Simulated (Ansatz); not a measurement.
# BNH2O (SMILES BN=O): wB97M-V/STO-3G

What is the electronic atomisation energy of BNH2O at wB97M-V/STO-3G? 

The calculation is run with Ansatz 0.2.0.

59 further runs of the same task are left out: 4 that didn't finish, 55 set aside as unsound or not needed.

**1. Starting point**

The species is BNH2O (5 atoms), meant as a singlet with charge 0. SMILES: `BN=O`. The coordinates come from a GFN2-xTB relaxation.

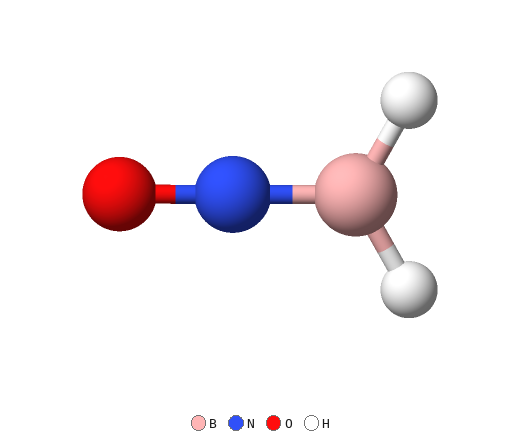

The structure, seen from a chosen angle (boron pink, nitrogen blue, oxygen red, hydrogen white).

**2. The energy at wB97M-V/STO-3G**

in.yaml

```yaml
basis:
  gaussian: {orbitals: STO-3G}
crystal:
  periodic: [false, false, false]
  atoms:
    - {symbol: B, position_ang: [-0.303260, 0.384710, -0.206480]}
    - {symbol: N, position_ang: [0.435210, -0.552070, 0.296940]}
    - {symbol: O, position_ang: [1.113730, -1.415380, 0.760240]}
    - {symbol: H, position_ang: [-1.158940, 0.091910, -0.941520]}
    - {symbol: H, position_ang: [-0.086740, 1.490830, 0.090820]}
hamiltonian: {xc: {name: wB97M-V}}
accuracy: high
```

Run with:

```bash
$ ansatz run in.yaml --threads 1 --pin off --max-ram 2610MiB --events-out events.jsonl --progress --plain --runs-dir runs
```

The log of the run:

```text
Warning: RAYON_NUM_THREADS=1 ignored (pool sized by the plan → 1); use --threads N
Functional definition: wB97M-V
  name "wB97M-V"
  parameter omega = 0.3/bohr
  parameter cx = 0.15
  parameter cx01 = 1.007
  parameter cx10 = 0.259
  parameter css00 = 0.443
  parameter css04 = -1.437
  parameter css10 = -4.535
  parameter css20 = -3.390
  parameter css43 = 4.278
  parameter cos00 = 1.000
  parameter cos10 = 1.358
  parameter cos20 = 2.924
  parameter cos21 = -8.812
  parameter cos60 = -1.390
  parameter cos61 = 9.142
  parameter b = 6.0
  parameter c = 0.01
  gx(w, u) = 1 - cx + cx01*u + cx10*w
  gss(w, u) = css00 + css04*u^4 + css10*w + css20*w^2 + css43*w^4*u^3
  gos(w, u) = cos00 + cos10*w + (cos20 + cos21*u)*w^2 + (cos60 + cos61*u)*w^6
  exchange = spin_sum(e_x_unif_sr(omega)*gx(b97_w, b97_u_x)) + cx*exact_x_sr(omega) + exact_x_lr(omega)
  correlation = spin_sum(e_c_pw_mod_same_spin*gss(b97_w, b97_u_same))
      + integral(e_c_pw_mod_opposite_spin*gos(b97_w_opposite, b97_u_opposite)) + vv10(b, c)
294 factors; integrals over basis functions are off by at most 2.9e-8 eV
138 factors; integrals over basis functions are off by at most 9.5e-10 eV
mean field evaluation 1: about -4185.8557 eV, gradient 1.8e1 eV
mean field evaluation 2: about -4186.1094 eV, gradient 1.7e1 eV
mean field evaluation 4: about -4186.8022 eV, gradient 1.2e0 eV
mean field evaluation 8: about -4186.7495 eV, gradient 1.1e-2 eV
mean field evaluation 16: about -4186.7495 eV, gradient 2.6e-6 eV
mean field -4186.74951303 eV, -153.8602067231 hartree, gradient 5.3e-8 eV, S^2 0.000000; 0 other end points of the search recorded, 0 dependent functions left out
reference -4186.74951490 eV, -153.8602067918 hartree; 11, 11 occupied and 6, 6 virtual orbitals, 294 factors
Total energy: -4186.74951490 eV, -153.8602067918 hartree
```

Wall time 15 s (1 thread of Arm Neoverse V1, shared host); peak memory 0.24 GiB.

**3. The B atom at the same level**

input.yaml

```yaml
crystal:
  periodic: [false, false, false]
  atoms:
    - {symbol: B, position_ang: [0.000000, 0.000000, 0.000000]}
basis:
  gaussian: {orbitals: STO-3G}
magnetization: {spin_polarized: true, initial_magnetization: 1}
hamiltonian: {xc: {name: wB97M-V}}
accuracy: high
```

Run the same way, it converges to -24.27434 Eh (log not shown).

**4. The H atom at the same level**

molecule.yaml

```yaml
crystal:
  periodic: [false, false, false]
  atoms:
    - {symbol: H, position_ang: [0.000000, 0.000000, 0.000000]}
basis:
  gaussian: {orbitals: STO-3G}
accuracy: high
hamiltonian: {xc: {name: wB97M-V}}
magnetization: {spin_polarized: true, initial_magnetization: 1}
total_charge: 0
```

Run the same way, it converges to -0.45654 Eh (log not shown).

**5. The N atom, same level**

in.yaml

```yaml
crystal:
  periodic: [false, false, false]
  atoms:
    - symbol: N
      position_ang: [0.000000, 0.000000, 0.000000]
basis:
  gaussian: {orbitals: STO-3G}
magnetization: {spin_polarized: true, initial_magnetization: 3}
hamiltonian: {xc: {name: wB97M-V}}
accuracy: high
```

Run with:

```bash
$ ansatz run in.yaml --threads 1 --pin off --max-ram 2610MiB --events-out events.jsonl --progress --plain --runs-dir runs
```

The log of the run:

```text
Warning: RAYON_NUM_THREADS=1 ignored (pool sized by the plan → 1); use --threads N
[... 19 set-up lines as earlier in the session ...]
  gx(w, u) = 1 - cx + cx01*u + cx10*w
  gss(w, u) = css00 + css04*u^4 + css10*w + css20*w^2 + css43*w^4*u^3
  gos(w, u) = cos00 + cos10*w + (cos20 + cos21*u)*w^2 + (cos60 + cos61*u)*w^6
[... 2 set-up lines as earlier in the session ...]
      + integral(e_c_pw_mod_opposite_spin*gos(b97_w_opposite, b97_u_opposite)) + vv10(b, c)
15 factors; integrals over basis functions are off by at most 1.1e-9 eV
15 factors; integrals over basis functions are off by at most 3.3e-10 eV
mean field evaluation 1: about -1466.4558 eV, gradient 2.6e-10 eV
mean field evaluation 2: about -1466.4571 eV, gradient 6.5e-10 eV
mean field -1466.45711818 eV, -53.8913050929 hartree, gradient 0.0e0 eV, S^2 3.750000; 0 other end points of the search recorded, 0 dependent functions left out
reference -1466.45711892 eV, -53.8913051199 hartree; 5, 2 occupied and 0, 3 virtual orbitals, 15 factors
Total energy: -1466.45711892 eV, -53.8913051199 hartree
```

Wall time 1.2 s (1 thread of Arm Neoverse V1, shared host); peak memory 0.15 GiB.

**6. The O atom at the same level**

in.yaml

```yaml
crystal:
  periodic: [false, false, false]
  atoms:
    - {symbol: O, position_ang: [0.000000, 0.000000, 0.000000]}
basis:
  gaussian:
    orbitals: STO-3G
magnetization:
  spin_polarized: true
  initial_magnetization: 2
hamiltonian:
  xc: {name: wB97M-V}
accuracy: high
```

Run with:

```bash
$ ansatz run in.yaml --threads 1 --pin off --max-ram 2610MiB --events-out events.jsonl --progress --plain --runs-dir runs
```

The log of the run:

```text
Warning: RAYON_NUM_THREADS=1 ignored (pool sized by the plan → 1); use --threads N
[... 19 set-up lines as earlier in the session ...]
  gx(w, u) = 1 - cx + cx01*u + cx10*w
  gss(w, u) = css00 + css04*u^4 + css10*w + css20*w^2 + css43*w^4*u^3
  gos(w, u) = cos00 + cos10*w + (cos20 + cos21*u)*w^2 + (cos60 + cos61*u)*w^6
[... 2 set-up lines as earlier in the session ...]
      + integral(e_c_pw_mod_opposite_spin*gos(b97_w_opposite, b97_u_opposite)) + vv10(b, c)
15 factors; integrals over basis functions are off by at most 1.1e-9 eV
15 factors; integrals over basis functions are off by at most 3.1e-10 eV
mean field evaluation 1: about -2014.7696 eV, gradient 6.5e-10 eV
mean field evaluation 2: about -2014.7709 eV, gradient 3.8e-10 eV
mean field -2014.77087902 eV, -74.0414641433 hartree, gradient 0.0e0 eV, S^2 2.000000; 0 other end points of the search recorded, 0 dependent functions left out
reference -2014.77087952 eV, -74.0414641616 hartree; 5, 3 occupied and 0, 2 virtual orbitals, 15 factors
Total energy: -2014.77087952 eV, -74.0414641616 hartree
```

Wall time 1.2 s (1 thread of Arm Neoverse V1, shared host); peak memory 0.15 GiB.

**7. What came out**

Level: wB97M-V/STO-3G.

| quantity | value |
| --- | --- |
| molecule: total energy | -153.86021 Eh |
| B atom: total energy | -24.27434 Eh |
| B atom: ⟨S²⟩ | 0.750 |
| H atom: total energy | -0.45654 Eh |
| H atom: ⟨S²⟩ | 0.750 |
| N atom: total energy | -53.89131 Eh |
| N atom: ⟨S²⟩ | 3.750 |
| O atom: total energy | -74.04146 Eh |
| O atom: ⟨S²⟩ | 2.000 |
| electronic atomisation energy | 20.137 eV |

What this shows: Taking the molecule apart into free atoms costs 20.14 eV (1943 kJ/mol), before zero-point energy and without spin-orbit coupling. In a minimal basis such a difference can be off by several eV, whatever the method.
